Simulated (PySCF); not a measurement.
**C₅H₁₀, SMILES `C=C(C)CC`: what the electrons do**

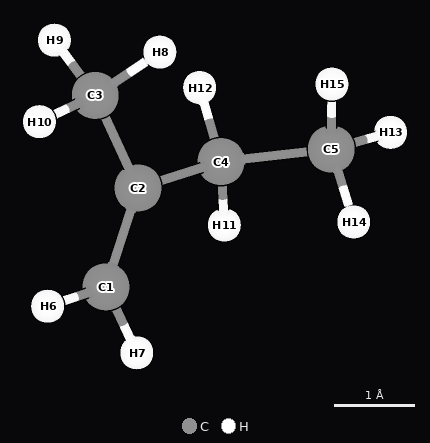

The molecule, with its atoms numbered as below. No frequency check shows the geometry to be a minimum.

Geometry (Å), atoms numbered from 1:

```
C1      -1.2239   -1.2333    0.1888
C2      -0.5650   -0.1289   -0.1216
C3      -1.1589    1.2353    0.0534
C4       0.8407   -0.1674   -0.6583
C5       1.8674    0.0882    0.4466
H6      -2.2229   -1.2086    0.5907
H7      -0.7908   -2.2101    0.0529
H8      -0.5235    1.8491    0.6903
H9      -1.2397    1.7342   -0.9124
H10     -2.1483    1.1783    0.4994
H11      1.0360   -1.1457   -1.1014
H12      0.9572    0.5896   -1.4374
H13      2.8769    0.0278    0.0460
H14      1.7620   -0.6531    1.2354
H15      1.7309    1.0750    0.8827
```

### 1. In an electric field

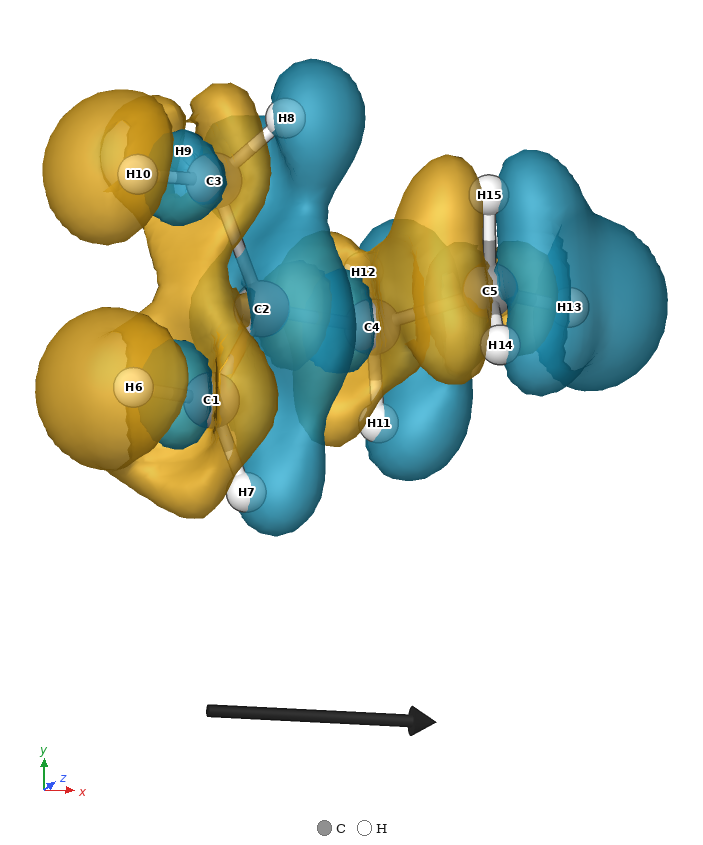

Change of the electron density in a uniform field of 0.51 V/Å along +x (arrow), surfaces at ±0.003 e/Å³ (yellow: gain, teal: loss).

Computed with PySCF, PBE0/aug-cc-pVDZ, geometry: GFN2-xTB.

Q: How large is the response?

A: The induced dipole is 1.78 D (along the field); α along this axis, from the fields in both directions, is 70 bohr³ (10.4 Å³).

Q: Which atoms gain and lose the most charge?

A: Electrons gather most on H6 (Hirshfeld charge changes by −0.024 e) and leave H13 most (+0.023 e); 0.163 electrons are displaced in all.

### 2. Localised orbitals

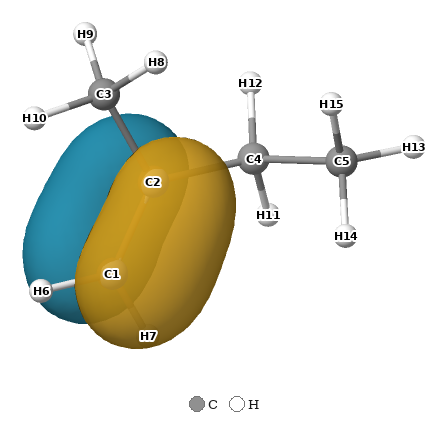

Pipek–Mezey orbitals, occupied; each surface holds about 80 % of the orbital's density. Energies are diagonal elements of the Fock matrix.

PySCF calculation, HF/6-31+G*, gas phase; geometry: GFN2-xTB.

Q: What does this orbital represent?

A: π bond C1–C2 (C1 54 %, C2 45 %; −10.1 eV).

### 3. Stretching a bond

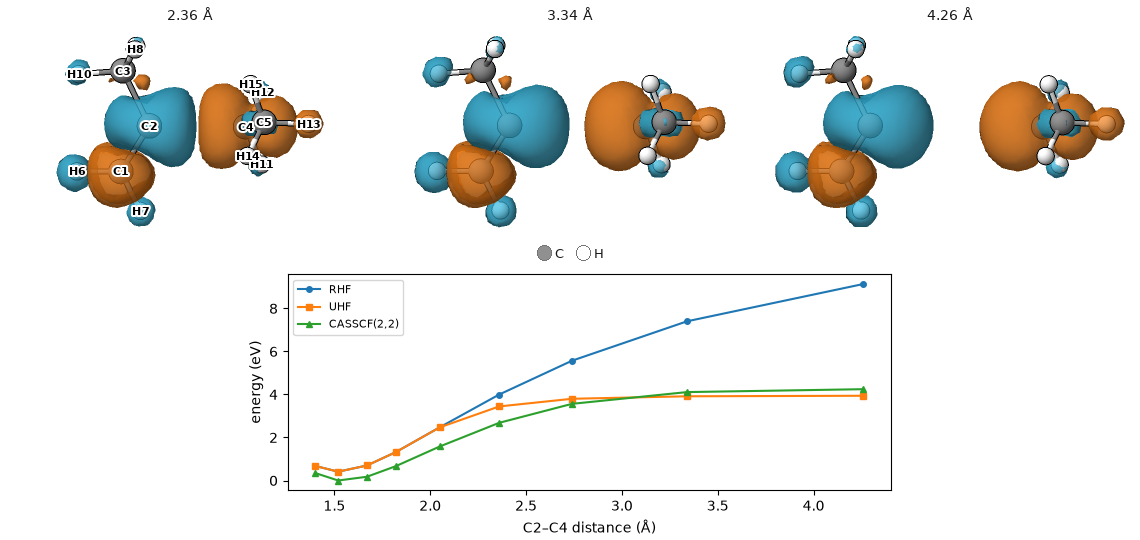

Rigid stretch of the C2–C4 bond. Broken-symmetry UHF spin density at ±0.03 e/Å³ (light blue: α, orange: β). Below: energies along the scan, from the lowest point of the three curves.

Method: 6-31G* basis; geometry: GFN2-xTB; program: PySCF.

UHF's ⟨S²⟩ passes 1 along the scan (up to 1.24), so it also polarises electrons outside the stretched bond; its energy lowering isn't due to that bond alone.

Q: How does the broken-symmetry solution share the spin, and how far is it from a pure singlet?

A: At 4.26 Å excess α spin lies mostly on C2 and excess β on C4; the two could be swapped at no cost. ⟨S²⟩ is 0.79 at 2.36 Å, 1.21 at 3.34 Å and 1.24 at 4.26 Å, against 0 for a pure singlet and 1 for an equal mix of singlet and triplet.

Q: Where does the UHF solution part from RHF?

A: Between 1.82 Å (⟨S²⟩ = 0, the two coincide) and 2.05 Å (⟨S²⟩ = 0.10); at 4.26 Å ⟨S²⟩ is 1.24 and UHF lies 5.2 eV below RHF.

Q: How much energy does the stretch cost?

A: By CASSCF, 4.2 eV from the lowest point of the scan (1.52 Å) to 4.26 Å; RHF gives 8.7 eV from its own lowest point. The fragments aren't relaxed and dynamic correlation is missing, so this isn't a bond dissociation energy.
